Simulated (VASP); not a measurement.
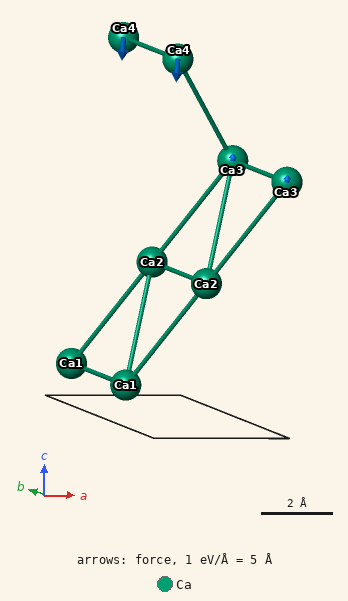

Starting geometry of a slab of composition Ca with the computed forces as blue arrows. The picture is a ball-and-stick view of the 1 × 2 repeat of the cell, outlined in the plane, without the vacuum, seen slightly off an axis.

The run lets the atoms move in a fixed cell. 2 atoms are held fixed.

Theory: Kohn-Sham DFT of a periodic cell, PBEsol, VASP PAW PBE potentials, recommended (VASP 6.6.1).

The input:
```
SYSTEM = Ca
PREC = Accurate
ENCUT = 520
EDIFF = 1E-6
ISMEAR = -1
SIGMA = 0.05
LREAL = .FALSE.
LASPH = .TRUE.
NELM = 100
ALGO = Normal
ISIF = 2
LWAVE = .FALSE.
LCHARG = .FALSE.
LDIPOL = .TRUE.
IDIPOL = 3
DIPOL = 0.5 0.5 0.500
GGA = PS
IBRION = 2
NSW = 40
EDIFFG = -0.02
```

Command:
```bash
cat potpaw_PBE.64/Ca_sv/POTCAR > POTCAR
mpirun -np 1 vasp_std > vasp.out
```

What follows when this structure is relaxed?

It isn't relaxed: the largest force vector, on Ca4, is 0.14 eV/Å. The final displacements follow the starting forces only in part (cosine between the two patterns 0.78). The largest move is that of Ca4, 0.28 Å at 8° to the normal (−c side). The cell doesn't change. Among the contacts that change: Ca3–Ca4 4.203 → 4.038 Å, Ca3–Ca4 (another image) 3.846 → 3.711 Å, Ca2–Ca3 3.846 → 3.761 Å, Ca2–Ca3 (another image) 4.203 → 4.135 Å. Over 8 geometry steps the energy falls by 19.2 meV per cell of the calculation. The largest force component goes from 0.13 to 0.15 eV/Å. It ran on 1 thread of Intel(R) Xeon(R) Platinum 8488C (Sapphire Rapids), on a shared host.
